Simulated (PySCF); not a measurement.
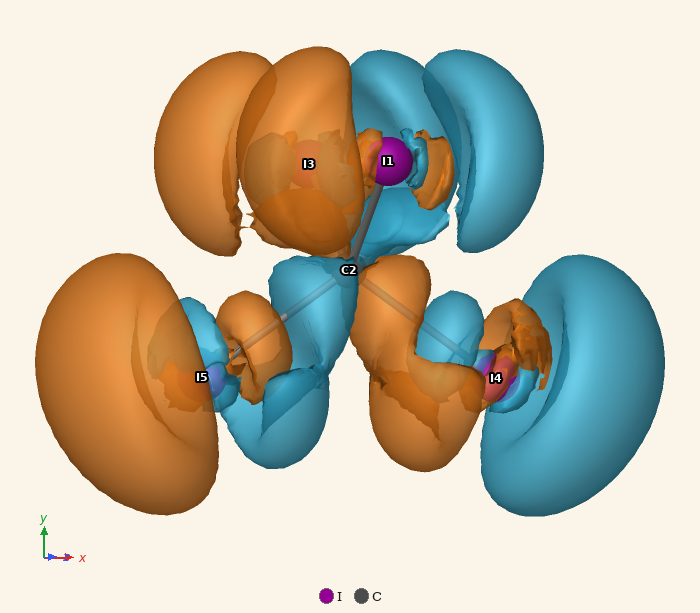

Figure. CI$_{4}$, SMILES `IC(I)(I)I`. Change of the electron density in a uniform field of 0.21 V/Å, surfaces at ±0.0015 e/Å³ (light blue: gain, orange: loss).

Level of theory: PBE/def2-TZVP (PySCF), at a geometry from GFN2-xTB. Core potentials replace the inner electrons of I; spin–orbit coupling isn't included. No frequency check shows the geometry to be a minimum. A basis without diffuse functions makes polarisabilities too small. GFN2-xTB bond lengths at metals and heavier atoms can be off by up to 0.1 Å and shapes distorted, which carries into these values.

The field was applied in both directions; the picture shows the one opposite to the script's first.

Question: Along which Cartesian direction does the field point?

Answer: Along −x: electrons gather on the +x side, against the field.

Question: What dipole is induced, and what polarisability does it imply?

Answer: The induced dipole is 1.46 D (along the field); α along this axis, from the fields in both directions, is 144 bohr³ (21.3 Å³).
